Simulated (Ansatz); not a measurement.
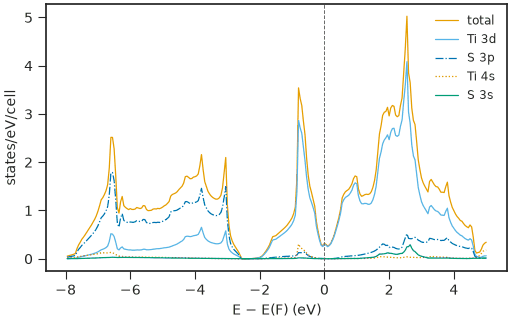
Figure. Total and projected density of states of TiS in space group P-6m2 (No. 187; Ti on 1e, S on 1b), LDA in the plane-wave PAW code Ansatz

Problem. Which orbitals carry the states next to the Fermi level?

Solution. Within 0.5 eV of the Fermi level: Ti 3d 89 %, outside the projected shells 7 %. Projections are on Löwdin-orthogonalised atomic valence shells; empty p or d shells of many metals are not among them.

Problem. Where is the tallest occupied peak in this window, and what makes it?

Solution. Near -0.8 eV, about 3.5 states/eV per cell; the largest projected share is Ti 3d.

The first step of the workflow began from a Materials Project structure, measured or hypothetical; the Crystallography Open Database copy checked does not list it. COD files the formula under space group No. 166, 194, so this cell is another polymorph or a model. Its standing as an ambient phase is unchecked. Symmetry was held in the LDA relaxation; of distortions, only those at the zone centre were tested. No spin polarisation was allowed.

Potentials: the later of the program's two PAW sets.
